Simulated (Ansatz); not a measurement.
# BaSrF4: complex band structure, part 4 of 4

A new crystal, BaSrF4: structure, gap and complex bands. It is built by putting F for I, Sr for Ca in the BaCaI4 structure of space group P2/m, with the volume rescaled by atomic radii. The parent structure comes from the Materials Project.

Ansatz 0.2.0; r2SCAN DFT, plane waves, PAW files (the session's first sound run).

So far, gap on the k-mesh (eV): step 3 (band edges, r2SCAN) 6.53; step 7 (r2SCAN JTH, cutoff 1500 eV) 6.49.

The structure was built from a prototype and need not be the compound's stable phase.

## Step 9: A check of the settings

This step: r2SCAN DFT, plane waves, PAW files; complex bands by layer matching along the plane's normal; changed: output.transmission.e_range = [0, 2], output.transmission.de = 0.02 (Ansatz 0.2.0).

This run repeats an earlier one, its twin (the complex run, plane (100)), with two settings changed (output.transmission.e_range, output.transmission.de; files written aside). It is meant to test what the energy window and step decide. Where the input is shown as a difference, that is against the step before, not the twin.

Contents of input.yaml:

```yaml
crystal:
  lattice:
    - [3.889258172, 0.0, 0.0]
    - [0.0, 7.166524506, 0.0]
    - [0.0, -0.615407377, 4.116298406]
  atoms:
    - { symbol: Ba, position: [0.5, 0.5, 0.0] }
    - { symbol: Sr, position: [0.0, 0.0, 0.0] }
    - { symbol: F, position: [0.0, 0.3315138601, 0.2597686683] }
    - { symbol: F, position: [0.5, 0.8565727731, 0.2201025157] }
    - { symbol: F, position: [0.5, 0.1434272269, 0.7798974843] }
    - { symbol: F, position: [0.0, 0.6684861399, 0.7402313317] }
kpoints:
  mp_grid: { grid: [6, 4, 6] }
scf:
  occupations: { method: fixed }
hamiltonian:
  xc: r2scan
output:
  eigenvalues: true
  transmission:
    leads: [[0, 0]]
    kpoints: [[0.0, 0.0], [0.0, -0.4479]]
    e_range: [0, 2]
    de: 0.02
```

Started as:

```console
> ansatz run input.yaml --threads 2 --pin off --max-ram 4096MiB --backend cpu --events-out ev --progress --plain --runs-dir out
```

Numbers of over 12 decimals in the logs are rounded to 6 here.

Output:

```text
[...]
Crystal: 6 atoms, lattice volume = 114.731 Å³
Basis set: ecut = 500 eV, 2911 PW (Γ), exchange–correlation on 120×216×128 points (64 copies of the dense FFT grid, shifted against one another)
Bands: 30, of which v1, the nominal top of the filled ones, is band 24 counted from 1 (23 counted from 0)
Symmetry: 4 space group operations
[...]
k-points: 56 of 144
[...]
SCF iter   1: F=—  HF=-12770.712012 eV  |F-HF|=—  |Δ(HF+E_count)|=         —  Δρ=9.27e-3  dr2=1.06e-1  dr2_τ=1.34e-1  ethr=1.77e-3  ⟨swp⟩=5.7  Hψ=7681  notcnv=0  defer=207
[...]
SCF iter   7: F=-12770.878347 eV  HF=-12770.878347 eV  |F-HF|=3.86e-8  |Δ(HF+E_count)|=   7.67e-8  Δρ=6.31e-6  dr2=4.92e-8  dr2_τ=5.98e-9  ethr=2.08e-10  ⟨swp⟩=11.7  Hψ=10167  notcnv=0
SCF 1 converged in 7 iterations: F = -12770.878347 eV  dr2 = 4.92e-8
[...]
transmission: 8 of 16 steps passed
transmission: 16 of 16 steps passed
SCF converged after 7 iterations
Free energy (F): -12770.878347 eV
[...]
Internal energy: -12770.878347 eV  (E = F + TS)
E sigma→0 (E₀):  -12770.878347 eV
Fermi energy:    2.410238 eV
[...]
--- Band table (eV; the first three rows and the last of 56) ---
  k-point 0: bands = [... 20 lower, 1.9421, 1.9777, 2.1363, 2.3892, 8.9450, 9.5396, 10.6877, 12.0682, ... 2 higher]
  k-point 1: bands = [... 20 lower, 1.9550, 1.9792, 2.0904, 2.2963, 9.4971, 9.9394, 10.8008, 11.9689, ... 2 higher]
  k-point 2: bands = [... 20 lower, 1.9159, 1.9396, 2.0764, 2.2146, 10.2906, 10.9701, 11.3275, 12.0285, ... 2 higher]
  k-point 55: bands = [... 20 lower, 2.0152, 2.1007, 2.1331, 2.3823, 10.3844, 11.3840, 12.7258, 12.8030, ... 2 higher]
--- Transmission ---
  basis      : 289 plane waves across, 8 finite elements along
  points     : 2, as listed
[...]
crystal 0  : F4Ba1Sr1, at the sites [0, 0], period 4.1163 Å: whole cells are its period
[...]
channels       : 0.000000e0 a spin
[...]
slowest decay  : 0.5699 /Å at (0.0000, 0.0000)
```

The job ended after 42 s (2 threads of AMD EPYC 9R45 (Zen 5), shared host; peak memory 1.1 GiB; 64 s of CPU time).

Numbers from this step:

```yaml
free_energy: -12770.8783 eV
fermi_energy: 2.410 eV
gap_on_the_k_mesh: 6.535 eV
```

K parallel (0, 0); values up to 1.5 1/Å, a degenerate pair printed once or twice; energies at which all values exceed this have no row. Im kz of the slowest decaying states against energy, zero at the highest filled level on the SCF mesh:

| energy (eV) | decay 1 (Å⁻¹) | decay 2 (Å⁻¹) | decay 3 (Å⁻¹) | decay 4 (Å⁻¹) |
| --- | --- | --- | --- | --- |
| 0.000 | 0.109 | 0.477 | 0.530 | 0.694 |
| 0.200 | 0.313 | 0.586 | 0.681 | 0.768 |
| 0.400 | 0.399 | 0.664 | 0.791 | 0.822 |
| 0.600 | 0.455 | 0.724 | 0.864 | 0.880 |
| 0.800 | 0.493 | 0.769 | 0.900 | 0.900 |
| 1.000 | 0.520 | 0.798 | 0.899 | 0.930 |
| 1.200 | 0.540 | 0.808 | 0.904 | 0.957 |
| 1.400 | 0.554 | 0.806 | 0.915 | 0.982 |
| 1.600 | 0.563 | 0.797 | 0.927 | 1.00 |
| 1.800 | 0.568 | 0.785 | 0.936 | 1.02 |
| 2.000 | 0.570 | 0.773 | 0.943 | 1.01 |

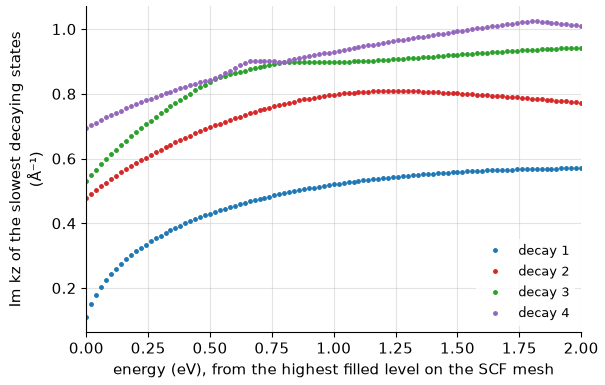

Im kz of the slowest decaying states, plotted against energy.

K parallel (0, -0.4479); values up to 1.5 1/Å, a degenerate pair printed once or twice; energies at which all values exceed this have no row. Im kz of the slowest decaying states against energy, zero at the highest filled level on the SCF mesh:

| energy (eV) | decay 1 (Å⁻¹) | decay 2 (Å⁻¹) | decay 3 (Å⁻¹) | decay 4 (Å⁻¹) |
| --- | --- | --- | --- | --- |
| 0.0000 | 0.123 | 0.520 | 0.539 | 0.677 |
| 0.2400 | 0.412 | 0.436 | 0.618 | 0.638 |
| 0.5000 | 0.550 | 0.578 | 0.700 | 0.718 |
| 0.7400 | 0.642 | 0.673 | 0.769 | 0.780 |
| 1.0000 | 0.723 | 0.756 | 0.799 | 0.836 |
| 1.2400 | 0.759 | 0.787 | 0.823 | 0.880 |
| 1.5000 | 0.733 | 0.850 | 0.886 | 0.896 |
| 1.7400 | 0.714 | 0.882 | 0.903 | 0.923 |
| 2.0000 | 0.695 | 0.865 | 0.906 | 0.955 |

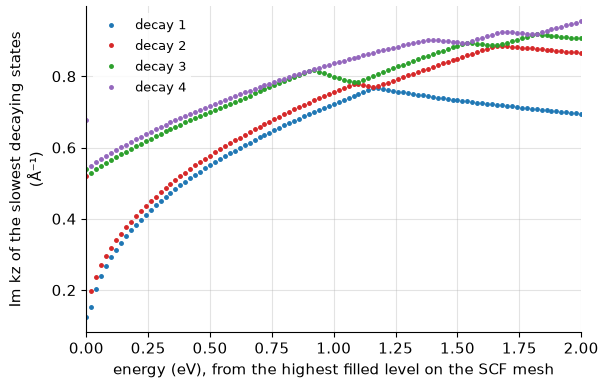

Im kz of the slowest decaying states, plotted against energy.

## Step 10: A check of the settings

This step: r2SCAN DFT, plane waves, PAW files; complex bands by layer matching along the plane's normal; changed: scf.mixing = {"algorithm": "anderson", "beta": 0.005, "ndim": 1}, scf.max_iter = 80 (Ansatz 0.2.0).

This run repeats an earlier one, its twin (the complex run, plane (100)), with four settings changed (scf.mixing.algorithm, scf.mixing.beta, scf.mixing.ndim, scf.max_iter; files written aside). The setting was drawn as a possible misstep, on purpose. Where the input is shown as a difference, that is against the step before, not the twin.

input.yaml, as its differences from that of step 9:

```diff
@@ -16,2 +16,4 @@
   occupations: { method: fixed }
+  mixing: { algorithm: anderson, beta: 0.005, ndim: 1 }
+  max_iter: 80
 hamiltonian:
@@ -23,3 +25,3 @@
     kpoints: [[0.0, 0.0], [0.0, -0.4479]]
-    e_range: [0, 2]
-    de: 0.02
+    e_range: [-1.0, 7.53]
+    de: 0.21
```

Output:

```text
Engine: ansatz 0.2.0, x86_64-unknown-linux-gnu
Pseudopotentials: kind: paw
Pseudopotential: Ba, paw, valence charge 10, recommended cutoff 500 eV (meta_gga), Ba.paw.azcp
Pseudopotential: Sr, paw, valence charge 10, recommended cutoff 500 eV (meta_gga), Sr.paw.azcp
Pseudopotential: F, paw, valence charge 7, recommended cutoff 500 eV (meta_gga), F.paw.azcp
Functional definition: r2SCAN
  parameter k0 = 0.174
  parameter k1 = 0.065
  parameter a1 = 4.9479
  exchange = r2scan_x(k0 = k0, k1 = k1, a1 = a1)
  correlation = r2scan_c
Crystal: 6 atoms, lattice volume = 114.731 Å³
Basis set: ecut = 500 eV, 2911 PW (Γ), exchange–correlation on 120×216×128 points (64 copies of the dense FFT grid, shifted against one another)
Bands: 30, of which v1, the nominal top of the filled ones, is band 24 counted from 1 (23 counted from 0)
Symmetry: 4 space group operations
Space group: P2/m (ITA 10), of the structure as read, at distance tolerance 4.9e-5 Å
k-points: 56 of 144
Non-local potential: Ba, projectors of the file, l = 0: 3, l = 1: 2, l = 2: 2, l = 3: 2
Non-local potential: Sr, projectors of the file, l = 0: 3, l = 1: 2, l = 2: 2
Non-local potential: F, projectors of the file, l = 0: 2, l = 1: 2, l = 2: 1
PAW form: soft (Blöchl's): semilocal exchange-correlation on the pseudo side does not see the compensation charge
PAW frozen core: Ba, regenerated for the run's functional (the file was generated under x = pbe(κ = 0.804, μ = 0.219515), c = pbe(β = 0.066725))
PAW frozen core: Sr, regenerated for the run's functional (the file was generated under x = pbe(κ = 0.804, μ = 0.219515), c = pbe(β = 0.066725))
PAW frozen core: F, regenerated for the run's functional (the file was generated under x = pbe(κ = 0.804, μ = 0.219515), c = pbe(β = 0.066725))
PAW one-centre angular grid: Ba, 302 points (default); XC on 160 Gauss nodes
PAW one-centre angular grid: Sr, 302 points (default); XC on 160 Gauss nodes
PAW one-centre angular grid: F, 302 points (default); XC on 160 Gauss nodes
Initial density: superposition of atomic densities (neutral atoms: chi_scale 0, normalization atom), corrected by the library's trained network
Initial wavefunctions: pseudopotential atomic-orbital guess
Functional: x = r2scan, c = r2scan; τ floored in thin density (d = 2e-4 eV/Å³)
SCF iter   1: F=—  HF=-12770.712012 eV  |F-HF|=—  |Δ(HF+E_count)|=         —  Δρ=9.27e-3  dr2=1.06e-1  dr2_τ=1.34e-1  ethr=1.77e-3  ⟨swp⟩=5.7  Hψ=7681  notcnv=0  defer=207
preconditioner: auto → Resta (q_TF=auto, 2.359 Å⁻¹)  ε∞=2.8  [insulator: Δε(μ)=6.869 eV  Ē_g=17.312 eV  n_scr=26 (ndim 1)  ℏωp=23.5 eV  f_vac=0.136  ε∞_Penn≈2.8]
SCF iter   2: F=—  HF=-12770.911039 eV  |F-HF|=—  |Δ(HF+E_count)|=   1.99e-1  Δρ=9.60e-3  dr2=1.14e-1  dr2_τ=3.35e-3  ethr=2.21e-4  ⟨swp⟩=3.9  Hψ=3621  notcnv=0  defer=224
SCF iter   3: F=—  HF=-12770.911131 eV  |F-HF|=—  |Δ(HF+E_count)|=   9.23e-5  Δρ=9.53e-3  dr2=1.13e-1  dr2_τ=3.45e-3  ethr=2.21e-4  ⟨swp⟩=1.0  Hψ=1583  notcnv=0  defer=153
SCF iter   4: F=—  HF=-12770.910553 eV  |F-HF|=—  |Δ(HF+E_count)|=   5.78e-4  Δρ=9.43e-3  dr2=1.11e-1  dr2_τ=3.40e-3  ethr=2.21e-4  ⟨swp⟩=1.0  Hψ=1583  notcnv=0  defer=120
SCF iter   5: F=—  HF=-12770.909975 eV  |F-HF|=—  |Δ(HF+E_count)|=   5.78e-4  Δρ=9.34e-3  dr2=1.09e-1  dr2_τ=3.33e-3  ethr=2.21e-4  ⟨swp⟩=1.0  Hψ=1583  notcnv=0  defer=105
SCF iter   6: F=—  HF=-12770.909408 eV  |F-HF|=—  |Δ(HF+E_count)|=   5.67e-4  Δρ=9.24e-3  dr2=1.07e-1  dr2_τ=3.27e-3  ethr=2.21e-4  ⟨swp⟩=1.0  Hψ=1583  notcnv=0  defer=98
SCF iter   7: F=—  HF=-12770.908852 eV  |F-HF|=—  |Δ(HF+E_count)|=   5.56e-4  Δρ=9.14e-3  dr2=1.05e-1  dr2_τ=3.21e-3  ethr=2.21e-4  ⟨swp⟩=1.0  Hψ=1583  notcnv=0  defer=98
SCF iter   8: F=—  HF=-12770.908306 eV  |F-HF|=—  |Δ(HF+E_count)|=   5.45e-4  Δρ=9.05e-3  dr2=1.03e-1  dr2_τ=3.14e-3  ethr=2.18e-4  ⟨swp⟩=1.0  Hψ=1583  notcnv=0  defer=98
SCF iter   9: F=—  HF=-12770.907772 eV  |F-HF|=—  |Δ(HF+E_count)|=   5.34e-4  Δρ=8.96e-3  dr2=1.01e-1  dr2_τ=3.08e-3  ethr=2.14e-4  ⟨swp⟩=1.0  Hψ=1583  notcnv=0  defer=98
[...]
SCF iter  74: F=—  HF=-12770.888139 eV  |F-HF|=—  |Δ(HF+E_count)|=   1.58e-4  Δρ=4.91e-3  dr2=3.34e-2  dr2_τ=1.10e-3  ethr=7.07e-5  ⟨swp⟩=1.0  Hψ=1583  notcnv=0  defer=97
SCF iter  75: F=—  HF=-12770.887984 eV  |F-HF|=—  |Δ(HF+E_count)|=   1.55e-4  Δρ=4.87e-3  dr2=3.29e-2  dr2_τ=1.08e-3  ethr=6.95e-5  ⟨swp⟩=1.0  Hψ=1583  notcnv=0  defer=97
SCF iter  76: F=—  HF=-12770.887831 eV  |F-HF|=—  |Δ(HF+E_count)|=   1.52e-4  Δρ=4.84e-3  dr2=3.23e-2  dr2_τ=1.07e-3  ethr=6.85e-5  ⟨swp⟩=1.0  Hψ=1583  notcnv=0  defer=97
SCF iter  77: F=—  HF=-12770.887682 eV  |F-HF|=—  |Δ(HF+E_count)|=   1.50e-4  Δρ=4.80e-3  dr2=3.18e-2  dr2_τ=1.06e-3  ethr=6.74e-5  ⟨swp⟩=1.0  Hψ=1583  notcnv=0  defer=97
SCF iter  78: F=—  HF=-12770.887606 eV  |F-HF|=—  |Δ(HF+E_count)|=   7.59e-5  Δρ=4.76e-3  dr2=3.13e-2  dr2_τ=1.04e-3  ethr=6.63e-5  ⟨swp⟩=10.9  Hψ=8518  notcnv=0
SCF iter  79: F=—  HF=-12770.887463 eV  |F-HF|=—  |Δ(HF+E_count)|=   1.42e-4  Δρ=4.72e-3  dr2=3.09e-2  dr2_τ=1.03e-3  ethr=6.53e-5  ⟨swp⟩=2.9  Hψ=4422  notcnv=0
SCF iter  80: F=—  HF=-12770.887323 eV  |F-HF|=—  |Δ(HF+E_count)|=   1.40e-4  Δρ=4.69e-3  dr2=3.04e-2  dr2_τ=1.02e-3  ethr=6.43e-5  ⟨swp⟩=2.9  Hψ=4426  notcnv=0
Error: did not converge after 80 iterations: dr2 = 3.04e-2 (threshold 1.00e-7), under the density mixer `anderson`; at k-index 0, counted from 0 in this SCF's own list of k-points, the highest band that the last eigensolve's fill by count filled, 2.271686 eV, and the lowest that it left empty, 8.935286 eV, lay 6.664e0 eV apart, the closest at any k-point: where those lie closer than the levels still move from one iteration to the next, and no symmetry of the run holds them equal, such a fill need not settle, and opposed starting moments at zero total moment, or else a narrow smearing, may settle it (`scf.occupations.method`, Limitations, in the input reference); [rest of the remark cut]
```

It took 17 s on 2 threads; peak memory 0.68 GiB.

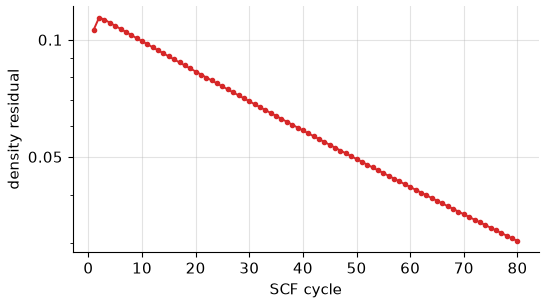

Residual by cycle in this run.

No converged result was reached; the numbers in the log don't describe the system.

After 80 cycles the residual stands at 0.030, against 0.057 at cycle 41 and a least value of 0.030. The cap of 80 cycles in the input ended the loop.

The program's message: “Error: did not converge after 80 iterations: dr2 = 3.04e-2 (threshold 1.00e-7), under the density mixer `anderson`; at k-index 0, counted from 0 in this SCF's own list of k-points, the highest band th …”

The fault put into the input: mixing far too weak (scf.mixing).

## Step 11: Summary of results

| Property | Result |
| --- | --- |
| band gap | 6.53 eV |
| least decay constant at mid-gap, normal to (100) | 0.536 Å⁻¹ |
| least decay constant at mid-gap, normal to (001) | 0.524 Å⁻¹ |
| least decay constant on a mesh, normal to (100) | 0.533 Å⁻¹ |

With r2SCAN, the slowest decay at the wavevectors tried is κ = 0.524 Å⁻¹, normal to (001). Through such a film the transmission near mid-gap falls as exp(−2κd), a factor of ten every 2.2 Å. The directions tried decay at nearly the same rate. A free electron under a barrier of half the gap would need a mass of 0.32 mₑ to decay at this rate. The compound is made up by substitution; its stability against other phases and against distortions of the cell's symmetry was not tested. r2SCAN still narrows gaps, if less than LDA and GGA do, so real decay constants are likely larger.

[Logs are printed without paths, hosts, clocks, repeated set-up lines and the standing remarks that a program may print on its own settings, such as how far it seeks lower states.]

[Hosts, paths, dates, database ids (printed as entryN), source tags and the programs' standing remarks are cut or masked in the printed files.]

[New means built here by substitution; the compound itself may be known and measured.]
